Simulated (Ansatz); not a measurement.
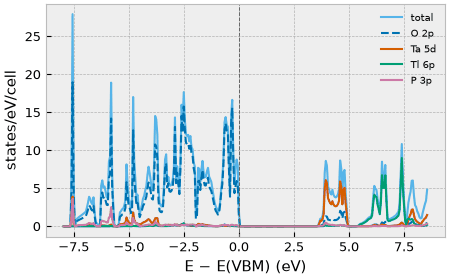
Figure: Total and projected density of states of TaTlP$_{2}$O$_{8}$ in space group P-3m1 (No. 164; Pearson symbol hP12), DFT-r²SCAN+D4 in the program Ansatz with PAW potentials

Q: Which orbitals carry the states next to the gap?

A: Top 1 eV of the valence band: O 2p 88 %, Tl 6s 7 %. Bottom 1 eV of the conduction band: Ta 5d 70 %, O 2p 18 %. Projections are on Löwdin-orthogonalised atomic valence shells; empty p or d shells of many metals are not among them.

Q: Where is the tallest occupied peak in this window, and what makes it?

A: Near -7.6 eV, about 28 states/eV per cell; the largest projected share is O 2p.

The first step of the workflow began from a Materials Project structure, measured or hypothetical; the Crystallography Open Database copy checked does not list it. Whether it is the stable phase at ambient conditions was not checked. The cell was relaxed with r²SCAN+D4 under the symmetry of its start; whether a distortion lowers the energy is not shown. The run is not spin-polarised. Scalar-relativistic: spin–orbit coupling is off unless named, which matters more the heavier the elements.

Potentials: the later of the program's two PAW sets.
